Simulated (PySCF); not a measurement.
CaCl (calcium monochloride) (doublet)

| atom | x (Å) | y (Å) | z (Å) |
| --- | --- | --- | --- |
| Cl | 1.2138 | -0.0062 | -0.0052 |
| Ca | -1.2083 | 0.0088 | -0.0231 |

Geometry: PBE0-D3(BJ)/def2-SVP.

These are results of UKS B3LYP, IGLO-III on Cl, def2-TZVP-core on Ca, non-relativistic, mean-field spin-orbit, GIAO (PySCF 2.14.0, density-fitted response routines), not measurements.

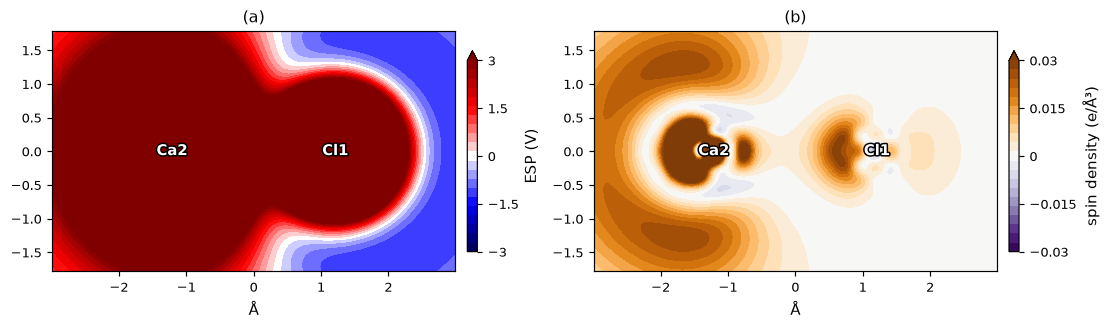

Figure 1. (a) electrostatic potential; (b) spin density (α minus β) on a plane that holds the molecular axis.

**Describe what can be read from this map.**

- The plane passes through Cl and Ca nuclei.
- The unpaired spin (1 electron) lies mostly on Ca2 (about 1.0), in electrons by Hirshfeld's partition.
- Outside the dense part of the molecule the potential is most negative (−1.3 V) near Cl1.

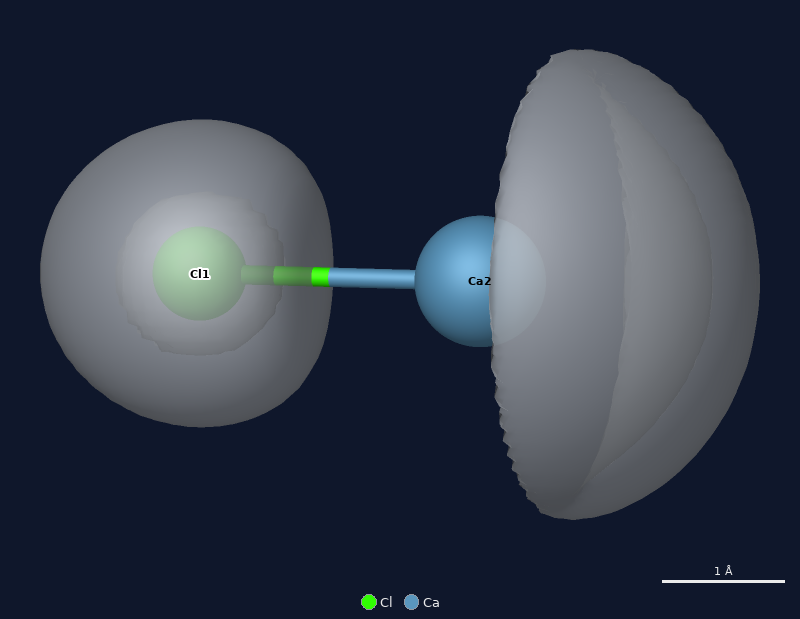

Figure 2. Isosurface of the ELF at 0.75 (grey), seen from one side. Only the valence region is drawn (cores and ρ < 0.01 e/Å³ removed).

**Where are the electrons localised?**

The ELF exceeds this value in one region wrapped around Ca (its valence shell) and one region wrapped around Cl (its valence shell). Profiles from the grid: Ca–Cl (2.42 Å): the ELF peaks at about 0.85 in the valence shell of Cl, 0.8 Å from its nucleus, and is about 0.25 at the midpoint (a closed-shell, largely ionic contact).

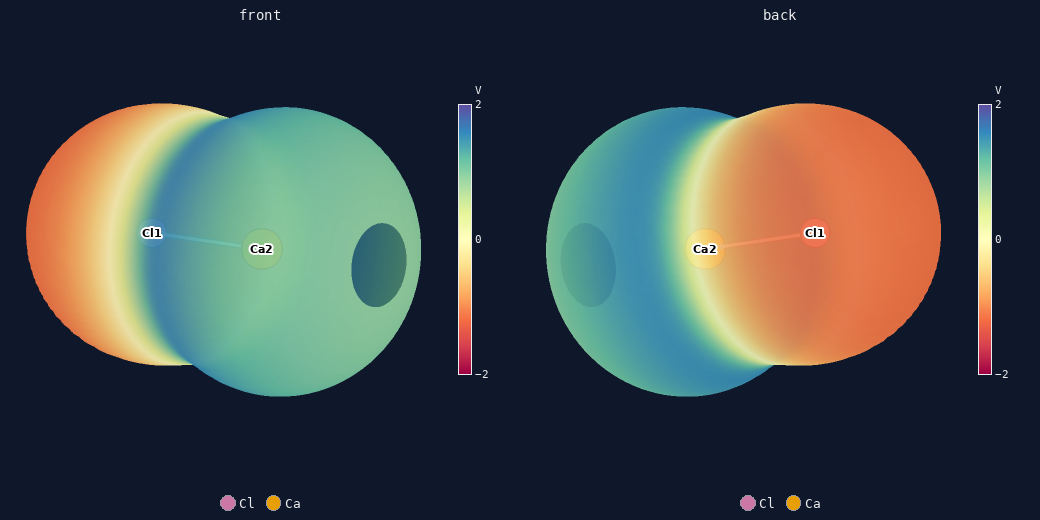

Figure 3. The electrostatic potential painted on the density surface at 0.001 e/bohr³, seen from the front and from behind; red is negative and blue positive.

**Describe the electrostatic potential map.**

The most negative region (about −1.2 V, or −28 kcal/mol for a unit charge) lies over Cl1, the most positive (about +1.5 V, or +35 kcal/mol for a unit charge) over Ca2.
